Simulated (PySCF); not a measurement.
C$_{4}$H$_{3}$F$_{4}$S (doublet)

```
atom    x (Å)    y (Å)    z (Å)
   F   1.4838   1.8404   0.2054
   C   1.7821   0.6072  -0.1968
   C   0.9556  -0.4315   0.0319
   S   1.4083  -2.0017  -0.4801
   C  -0.3747  -0.2475   0.7135
   C  -1.4729  -0.0081  -0.3159
   F  -1.2058   1.0363  -1.1096
   F  -1.6676  -1.0610  -1.1171
   F  -2.6465   0.2468   0.2783
   H   2.7382   0.5357  -0.6917
   H  -0.3547   0.6223   1.3745
   H  -0.6447  -1.1394   1.2816
```

Geometry: GFN2-xTB.

Method: UKS B3LYP, pcH-1 on C F H S, non-relativistic, mean-field spin-orbit, GIAO in PySCF.

> What will maps of the electron density, electron localisation function and spin density show?

C–F (1.33 Å): ρ is about 2.3 e/Å³ halfway; the ELF peaks at about 0.85 between the atoms: a shared but strongly polarised pair.
C–C (1.35 Å): ρ at the midpoint is about 2.3 e/Å³; the ELF peaks at about 0.95 between the atoms; a covalent bond.
C–S (1.71 Å): the density is about 1.4 e/Å³ at the midpoint; the ELF peaks at about 0.90 between the atoms; localised, covalent bonding.
C–H (1.08 Å): the density is about 2.2 e/Å³ at the midpoint; the ELF climbs to about 1 towards the hydrogen, as it does in any bond to H; a covalent bond by its length.
The unpaired spin (1 electron) lies mostly on S4 (about 0.7) and C2 (about 0.3), in electrons by Hirshfeld's partition.

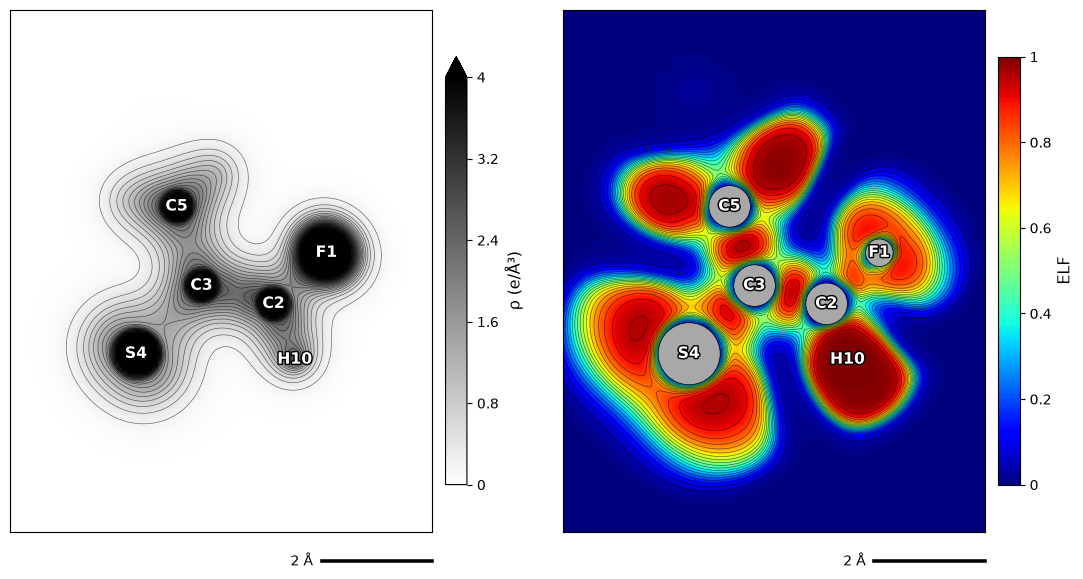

Computed electron density and electron localisation function on the plane of atoms F1, C2 and C3, in this order. Grey discs cover the atomic cores in the ELF map. 
